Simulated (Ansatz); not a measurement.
# FH$_{2}$Si$_{2}$Sn (SMILES F[Si]1=[Sn+][SiH2]1) (charge +1): what the fields show

```csv
atom,x (Å),y (Å),z (Å)
F,0.9736,-3.1350,0.8247
Si,-0.3812,-2.3955,0.3884
Si,-0.7964,-1.2092,-1.4081
Sn,-1.8088,-0.3059,1.1417
H,-0.7227,-0.7790,-2.8316
H,-2.2673,-1.1136,-0.8843
```

Geometry: r2SCAN-D4/def2-SVP; core potentials replace the inner electrons of Sn.

Computed with Ansatz, isolated molecule in a Gaussian basis; Kohn-Sham density functional theory, functional PBE0.

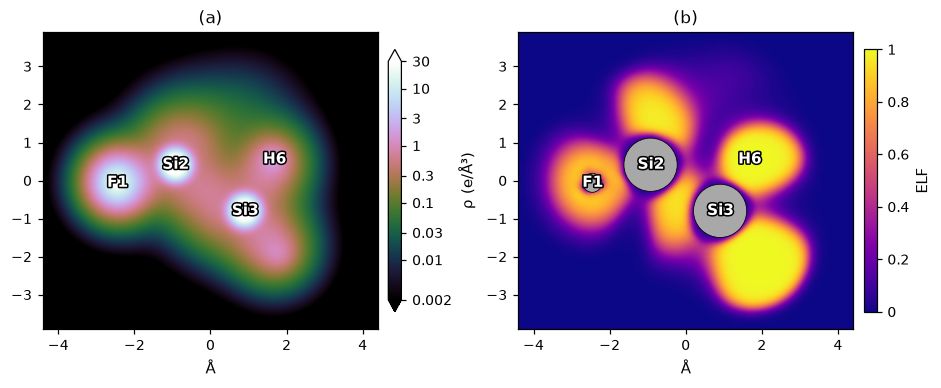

Figure 1. (a) electron density; (b) electron localisation function on the plane of atoms F1, Si2 and Si3. Grey discs cover the atomic cores in the ELF map.

Question: What do the fields say about this system?

Answer: The plane passes through F, Si and H nuclei.
Si–F (1.60 Å): ρ at the midpoint is about 1.2 e/Å³; the ELF peaks at about 0.85 in the valence shell of F, 0.6 Å from its nucleus, and is about 0.50 at the midpoint.
Si–Si (2.19 Å): ρ is about 0.65 e/Å³ halfway; the ELF peaks at about 0.90 between the atoms, as expected for a covalent bond.
The ELF also peaks beside F1, away from the bonds: lone-pair regions.

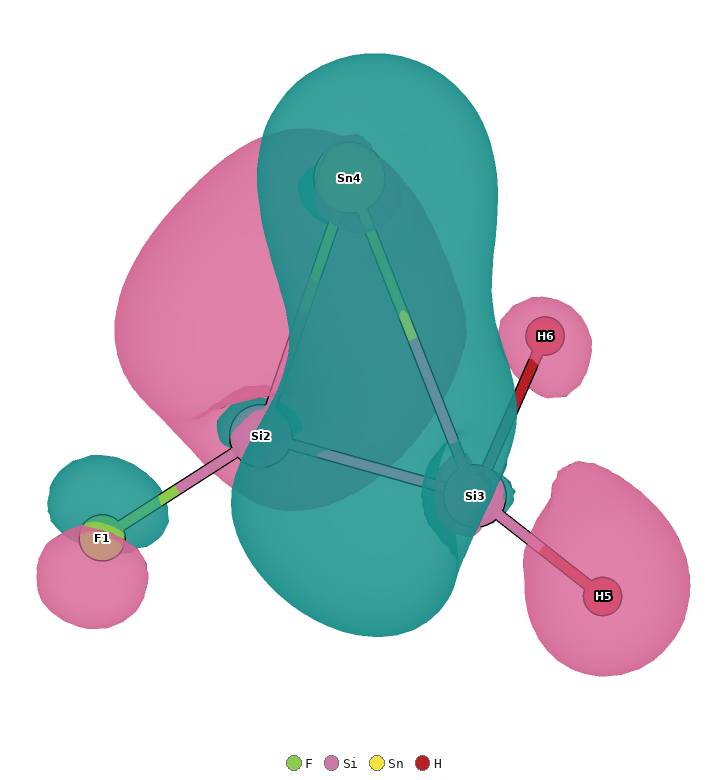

Figure 2. The HOMO−1 at ±0.1 Å⁻³ᐟ² (teal and pink are the two phases), seen at a tilt.

Question: Where does this orbital lie, and at what energy?

Answer: It lies mainly on Si2 (about 35 %), Si3 (about 25 %) and Sn4 (about 25 %). Its energy is −12.21 eV.

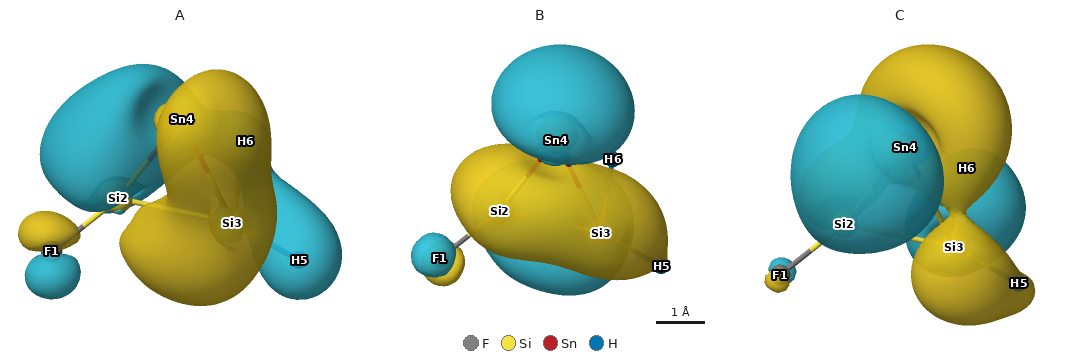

Figure 3. Three frontier orbitals at ±0.08 Å⁻³ᐟ² (yellow and cyan are the two phases), in no order.

Question: Order the three orbitals by energy and name them.

Answer: A is the HOMO−1 (−12.21 eV). Its weight (Hirshfeld) is mainly on Si2 (about 35 %), Si3 (about 25 %) and Sn4 (about 25 %). B is the HOMO (−11.50 eV). It lies mainly on Sn4 (about 40 %), Si3 (about 30 %) and Si2 (about 25 %). C is the LUMO (−7.91 eV). Its weight (Hirshfeld) is mainly on Sn4 (about 60 %), Si3 (about 20 %) and Si2 (about 10 %).

Question: What is the HOMO–LUMO gap?

Answer: 3.59 eV between the orbital energies.
